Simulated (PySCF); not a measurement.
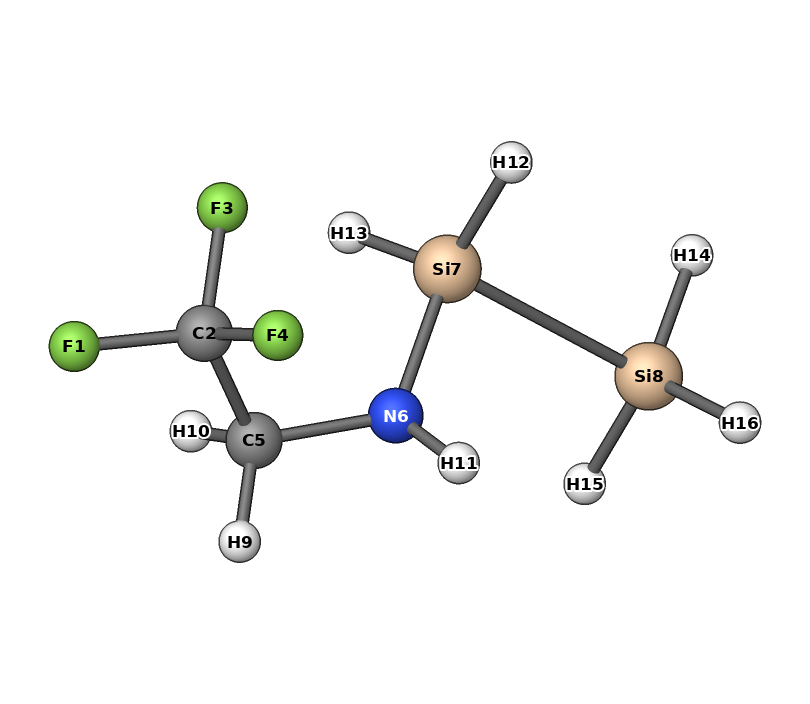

The questions are on Mulliken spin populations. The species has charge +1 and is a spin doublet. Computed geometry: GFN2-xTB optimisation. No frequency run is at hand to confirm it as a minimum. Properties computed with UKS B3LYP, pcH-1 on C F H N Si, non-relativistic (PySCF 2.14.0).

### Which atom carries the largest spin population?

Si8 (0.34 e).

### Which atom has the lowest spin population?

C5, H11 (−0.01 e); a negative value comes from spin polarisation.

List the Mulliken spin populations.

```
atom  value (e)
  F1       0.01
  C2       0.02
  F3       0.00
  F4       0.00
  C5      −0.01
  N6       0.31
 Si7       0.20
 Si8       0.34
  H9       0.00
 H10       0.01
 H11      −0.01
 H12       0.09
 H13       0.00
 H14       0.03
 H15       0.00
 H16       0.01
```

Mulliken values depend strongly on the basis set. The geometry is semi-empirical. Around Si such bond lengths and angles can be off by a tenth of an ångström or more and by several degrees, and values that hang on the shape move with them.
